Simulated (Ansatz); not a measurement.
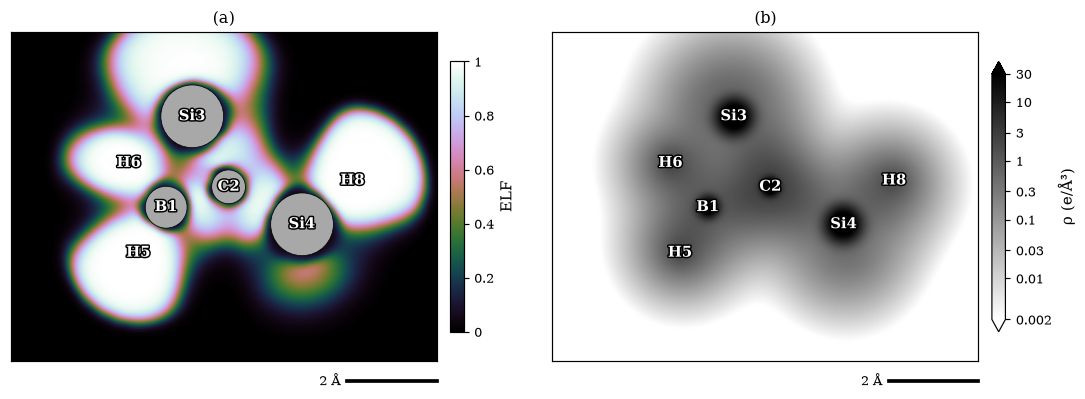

CH$_{5}$BSi$_{2}$. (a) electron localisation function; (b) total electron density on the plane of atoms B1, C2 and Si4. Grey discs cover the atomic cores in the ELF map.

These are results of Ansatz 0.2.0, RKS PBE0/6-31G*, not measurements.

```yaml
atoms:
  - { symbol: B, position_ang: [0.5362, 1.4320, -0.3088] }
  - { symbol: C, position_ang: [0.4539, 0.0296, 0.1021] }
  - { symbol: Si, position_ang: [2.1651, 0.3211, 0.4380] }
  - { symbol: Si, position_ang: [-0.8855, -1.2301, 0.1566] }
  - { symbol: H, position_ang: [-0.1610, 2.2924, -0.7515] }
  - { symbol: H, position_ang: [1.7254, 1.9177, -0.1578] }
  - { symbol: H, position_ang: [-1.5503, -1.3490, -1.1724] }
  - { symbol: H, position_ang: [-0.3660, -2.5754, 0.5352] }
  - { symbol: H, position_ang: [-1.9178, -0.8382, 1.1586] }
```

What do the fields say about this system?

Answer. The section cuts through B, C, Si and H sites.
C–B (1.46 Å): the density is about 1.6 e/Å³ at the midpoint; the ELF peaks at about 0.95 between the atoms; a covalent bond.
C–Si (1.77 Å): ρ at the midpoint is about 1 e/Å³; the ELF peaks at about 0.90 between the atoms: a covalent bond.
Si–B (2.11 Å): ρ at the midpoint is about 0.55 e/Å³; the ELF peaks at about 0.50 in the valence shell of B, 0.8 Å from its nucleus, and is about 0.45 at the midpoint.
B–H (1.19 Å): ρ is about 1.2 e/Å³ halfway; the ELF climbs to about 1 towards the hydrogen, as it does in any bond to H (an ordinary covalent bond to hydrogen).
C–Si (1.84 Å): ρ at the midpoint is about 0.96 e/Å³; the ELF peaks at about 0.95 between the atoms: localised, covalent bonding.
The ELF also peaks beside Si3, away from the bonds: lone-pair regions.
